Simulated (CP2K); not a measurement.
# CBrCl2F (bromodichlorofluoromethane): r2SCAN/TZV2P-MOLOPT-SCAN-GTH (core potential)

What is the energy change on altering one bond length of CBrCl2F (bromodichlorofluoromethane) at r2SCAN/TZV2P-MOLOPT-SCAN-GTH (core potential)? 

The results are computed with CP2K 2026.2.

## 1. The structure to begin with

CBrCl2F: 5 atoms, total charge 0, spin state singlet. As SMILES, `FC(Cl)(Cl)Br`. Geometry: relaxed at PBE0-D4/def2-TZVP.

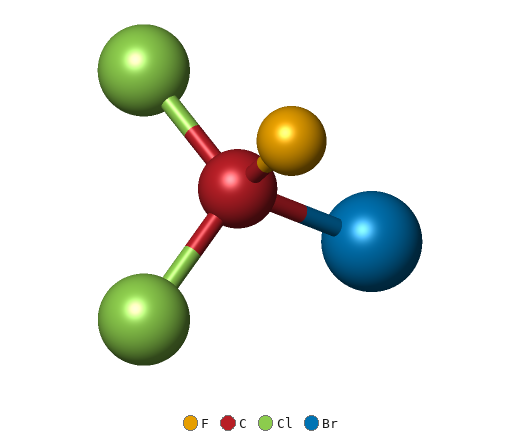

The structure, seen from a chosen angle (fluorine amber, carbon red, chlorine green, bromine blue).

## 2. The energy at r2SCAN/TZV2P-MOLOPT-SCAN-GTH (core potential)

mol.inp

```
&GLOBAL
 PROJECT_NAME mol
 RUN_TYPE ENERGY
 PRINT_LEVEL MEDIUM
&END GLOBAL

&FORCE_EVAL
 METHOD QUICKSTEP
 &DFT
  BASIS_SET_FILE_NAME BASIS_MOLOPT_UZH
  POTENTIAL_FILE_NAME POTENTIAL_UZH
  CHARGE 0
  MULTIPLICITY 1
  ! Quickstep
  &QS
   METHOD GPW
   EPS_DEFAULT 1.0E-10
  &END QS
  &MGRID
   CUTOFF 550
   REL_CUTOFF 50
   NGRIDS 4
  &END MGRID
  ! cluster boundary conditions
  &POISSON
   PERIODIC NONE
   POISSON_SOLVER MULTIPOLE
  &END POISSON
  &SCF
   SCF_GUESS ATOMIC
   EPS_SCF 1.0E-06
   MAX_SCF 40
   &OT ON
    MINIMIZER CG
    PRECONDITIONER FULL_ALL
   &END OT
   &OUTER_SCF
    EPS_SCF 1.0E-06
    MAX_SCF 10
   &END OUTER_SCF
  &END SCF
  &XC
   &XC_FUNCTIONAL
    &MGGA_X_R2SCAN
    &END MGGA_X_R2SCAN
    &MGGA_C_R2SCAN
    &END MGGA_C_R2SCAN
   &END XC_FUNCTIONAL
  &END XC
  ! extra output
  &PRINT
   &MOMENTS
    PERIODIC F
    REFERENCE COM
    MAX_MOMENT 1
   &END MOMENTS
   &MO_CUBES
    NLUMO 3
    NHOMO -1
    WRITE_CUBE F
   &END MO_CUBES
   &HIRSHFELD OFF
   &END HIRSHFELD
  &END PRINT
 &END DFT
 &SUBSYS
  ! box in angstrom
  &CELL
   ABC [angstrom] 9.8 9.9 9
   PERIODIC NONE
  &END CELL
  &COORD
   F      4.895450     4.777700     5.511350
   C      5.033650     4.666300     4.191350
   Cl     6.296450     3.493100     3.855350
   Cl     3.503550     4.140900     3.508250
   Br     5.524850     6.406900     3.488650
  &END COORD
  &KIND F
   BASIS_SET TZV2P-MOLOPT-SCAN-GTH-q7
   POTENTIAL GTH-SCAN-q7
  &END KIND
  &KIND C
   BASIS_SET TZV2P-MOLOPT-SCAN-GTH-q4
   POTENTIAL GTH-SCAN-q4
  &END KIND
  &KIND Cl
   BASIS_SET TZV2P-MOLOPT-SCAN-GTH-q7
   POTENTIAL GTH-SCAN-q7
  &END KIND
  &KIND Br
   BASIS_SET TZV2P-MOLOPT-SCAN-GTH-q7
   POTENTIAL GTH-SCAN-q7
  &END KIND
 &END SUBSYS
&END FORCE_EVAL
```

Command:

```bash
OMP_NUM_THREADS=1 cp2k.psmp -i mol.inp > mol.out 2>&1
```

Log:

```text
CP2K| version string:                                       CP2K version 2026.2
[...]
 GLOBAL| Method name                                                        CP2K
[...]
 GLOBAL| Run type                                                         ENERGY
[...]
 DFT| Spin restricted Kohn-Sham (RKS) calculation                            RKS
 DFT| Multiplicity                                                             1
[...]
 DFT| Charge                                                                   0
[...]
 FUNCTIONAL| MGGA_X_R2SCAN:
[...]
 FUNCTIONAL| MGGA_C_R2SCAN:
[...]
 QS| Method:                                                                 GPW
[...]
 QS| Density cutoff [a.u.]:                                                275.0
[...]
 QS| Relative density cutoff [a.u.]:                                        25.0
[...]
                             - Atoms:                                          5
[...]
                             - Spherical basis functions:                    145
[...]
 Number of electrons:                                                         32
[...]
     1 OT CG       0.15E+00    2.5     0.14447119       -69.4587881073 -6.95E+01
[...]
     2 OT CG       0.21E-01    2.8     0.00000098       -73.3310658109  1.28E-10
  *** SCF run converged in     2 steps ***
[...]
  Overlap energy of the core charge distribution:               0.00000001311848
  Self energy of the core charge distribution:               -174.58842658640927
  Core Hamiltonian energy:                                     43.96095459764238
  Hartree energy:                                              72.11301741178258
  Exchange-correlation energy:                                -14.81661124705846
  Total energy:                                               -73.33106581092429
[...]
                     Mulliken Population Analysis
 #  Atom  Element  Kind  Atomic population                           Net charge
       1     F        1          7.132507                             -0.132507
       2     C        2          3.551030                              0.448970
       3     Cl       3          7.142250                             -0.142250
       4     Cl       3          7.140271                             -0.140271
       5     Br       4          7.033941                             -0.033941
 # Total charge                             32.000000                 -0.000000
[...]
  Dipole moment [Debye]
    X=  0.8922053E-02 Y= -0.6855474E-01 Z= -0.2881936E+00  Total=      0.2963695
[...]
 WARNING : did not converge in ot_eigensolver
 number of iterations          299  exceeded maximum
 current gradient / target gradient   3.2221697445204115E-004  /    1.0000000000000001E-005
[...]
 HOMO - LUMO gap [eV] :    5.022659
 ENERGY| Total FORCE_EVAL ( QS ) energy [hartree]            -73.331065810924287
[...]
```

Wall time 27 min (1 thread of Arm Neoverse V1, shared host); peak memory 1.1 GiB.

## 3. The distorted shape

qs.inp

```
&global
    project qs
    run_type ENERGY
    print_level MEDIUM
&end global
&force_eval
    method QS
    &dft
        basis_set_file_name BASIS_MOLOPT_UZH
        potential_file_name POTENTIAL_UZH
        &qs
            method GPW
            eps_default 1.0E-10
        &end qs
        &mgrid
            cutoff 550
            rel_cutoff 50
            ngrids 4
        &end mgrid
        &poisson
            periodic NONE
            poisson_solver MULTIPOLE
        &end poisson
        &scf
            scf_guess ATOMIC
            eps_scf 1.0E-06
            max_scf 50
            &ot
                minimizer DIIS
                preconditioner FULL_SINGLE_INVERSE
            &end ot
            &outer_scf
                eps_scf 1.0E-06
                max_scf 10
            &end outer_scf
        &end scf
        &xc
            &xc_functional
                &mgga_x_r2scan
                &end mgga_x_r2scan
                &mgga_c_r2scan
                &end mgga_c_r2scan
            &end xc_functional
        &end xc
        &print
            &moments
                periodic F
                reference COM
                max_moment 1
            &end moments
            &mo_cubes
                nlumo 1
                nhomo -1
                write_cube F
            &end mo_cubes
            &hirshfeld OFF
            &end hirshfeld
        &end print
    &end dft
    &subsys
        &cell
            abc 9.8 11.3 9.6
            periodic NONE
        &end cell
        &coord
            F     -0.538351    -1.326449     1.954247
            C     -0.400151    -1.437849     0.634247
            Cl     0.862649    -2.611049     0.298247
            Cl    -1.930251    -1.963249    -0.048853
            Br     0.484000     1.695200    -0.630600
        &end coord
        &topology
            &center_coordinates
            &end center_coordinates
        &end topology
        &kind F
            basis_set TZV2P-MOLOPT-SCAN-GTH-q7
            potential GTH-SCAN-q7
        &end kind
        &kind C
            basis_set TZV2P-MOLOPT-SCAN-GTH-q4
            potential GTH-SCAN-q4
        &end kind
        &kind Cl
            basis_set TZV2P-MOLOPT-SCAN-GTH-q7
            potential GTH-SCAN-q7
        &end kind
        &kind Br
            basis_set TZV2P-MOLOPT-SCAN-GTH-q7
            potential GTH-SCAN-q7
        &end kind
    &end subsys
&end force_eval
```

Command:

```bash
OMP_NUM_THREADS=1 cp2k.psmp -i qs.inp > qs.out 2>&1
```

Log:

```text
CP2K| version string:                                       CP2K version 2026.2
[...]
 GLOBAL| Method name                                                        CP2K
[...]
 GLOBAL| Run type                                                         ENERGY
[...]
 DFT| Spin restricted Kohn-Sham (RKS) calculation                            RKS
 DFT| Multiplicity                                                             1
[...]
 DFT| Charge                                                                   0
[...]
 FUNCTIONAL| MGGA_X_R2SCAN:
[...]
 FUNCTIONAL| MGGA_C_R2SCAN:
[...]
 QS| Method:                                                                 GPW
[...]
 QS| Density cutoff [a.u.]:                                                275.0
[...]
 QS| Relative density cutoff [a.u.]:                                        25.0
[...]
                             - Atoms:                                          5
[...]
                             - Spherical basis functions:                    145
[...]
 Number of electrons:                                                         32
[...]
     1 OT DIIS     0.80E-01    2.9     0.11905124       -70.0669821439 -7.01E+01
[...]
    11 OT DIIS     0.80E-01    3.6     0.00000093       -73.2243344214 -2.24E-09
  *** SCF run converged in    11 steps ***
[...]
  Overlap energy of the core charge distribution:               0.00000000706493
  Self energy of the core charge distribution:               -174.58842658640927
  Core Hamiltonian energy:                                     43.59607077153371
  Hartree energy:                                              72.39993166397805
  Exchange-correlation energy:                                -14.63191027752952
  Total energy:                                               -73.22433442136210
[...]
                     Mulliken Population Analysis
 #  Atom  Element  Kind  Atomic population                           Net charge
       1     F        1          7.084344                             -0.084344
       2     C        2          3.574670                              0.425330
       3     Cl       3          7.041748                             -0.041748
       4     Cl       3          7.040333                             -0.040333
       5     Br       4          7.258905                             -0.258905
 # Total charge                             32.000000                 -0.000000
[...]
  Dipole moment [Debye]
    X= -0.1198220E+01 Y= -0.4518843E+01 Z=  0.1077878E+01  Total=      4.7976554
[...]
 HOMO - LUMO gap [eV] :    0.099867
 ENERGY| Total FORCE_EVAL ( QS ) energy [hartree]            -73.224334421362101
[...]
```

It took 3.6 min on 1 thread of Arm Neoverse V1, shared host; peak memory 1.3 GiB.

## 4. Results

Level: r2SCAN/TZV2P-MOLOPT-SCAN-GTH (core potential).

| quantity | value |
| --- | --- |
| first shape: total energy | -73.33107 Eh |
| first shape: dipole moment | 0.30 D |
| first shape: HOMO energy | -7.58 eV |
| first shape: LUMO energy | -2.56 eV |
| first shape: HOMO–LUMO gap | 5.02 eV |
| distorted shape: total energy | -73.22433 Eh |
| distorted shape: dipole moment | 4.80 D |
| distorted shape: HOMO energy | -6.56 eV |
| distorted shape: LUMO energy | -6.46 eV |
| distorted shape: HOMO–LUMO gap | 0.10 eV |
| energy change with the C2–Br5 bond stretched from 1.940 to 3.493 Å | 2.904 eV |

What this shows: One bond (distorted shape) is far stretched, which a spin-restricted single reference describes badly; a broken-symmetry solution may lie lower. With the C2–Br5 bond stretched from 1.940 to 3.493 Å the energy rises by 2.90 eV (67 kcal/mol). The first shape isn't relaxed at this level, so the change isn't measured from a minimum. A restricted reference can't describe the breaking bond well at this length.
